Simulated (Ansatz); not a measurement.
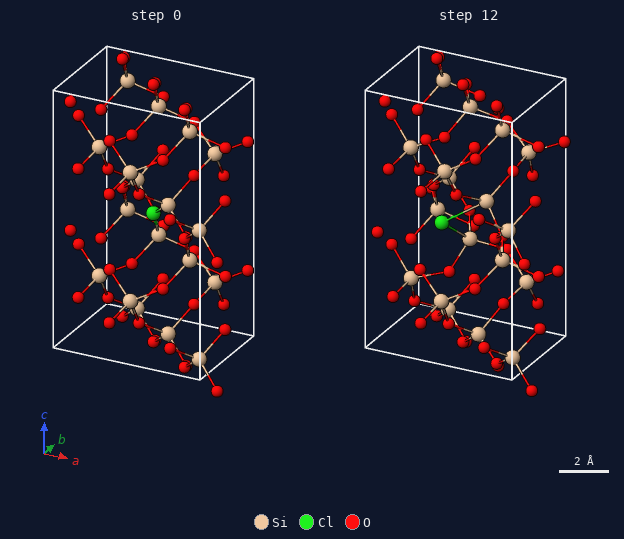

The structure of a defect cell of composition Si18ClO35 before (left) and after (right) a relaxation, at one scale.

The picture is a ball-and-stick view of the cell of the calculation (origin shifted), seen slightly off an axis.

These are results of Ansatz 0.2.0, DFT, PBE, plane-wave PAW, default files, scalar-relativistic, not measurements. Set-up: plane-wave cutoff 420 eV; k-point mesh 3 × 3 × 2; occupations fermi dirac; smearing width 0.01 eV; collinear spin; atoms relaxed in a fixed cell; force threshold 0.03 eV/Å; at most 40 steps.

Q: What changed between the two?

A: The run was cut off at its time limit before the relaxation converged, so the last structure is only a point on the way. The atom that moves furthest is the Cl atom (1.04 Å roughly along [−3 −2 −1]). Largest moves by element: Cl 1.04 Å, O 0.68 Å, Si 0.33 Å. The cell stays as it was. Some distances before and after: Cl–Si 1.607 → 2.563 Å, Si–Si 3.059 → 3.552 Å, Cl–Si 1.611 → 2.054 Å, O–Si 1.607 → 1.655 Å. Bond angles that change, for instance: Si–Cl–Si 143.8° → 100.0°, Cl–Si–O 110.4° → 142.4°, Cl–Si–O 109.2° → 84.4°. After 12 geometry steps the energy has fallen by 10.814 eV per cell of the calculation. Largest force component: 20 eV/Å at the start, 0.073 eV/Å at the end.
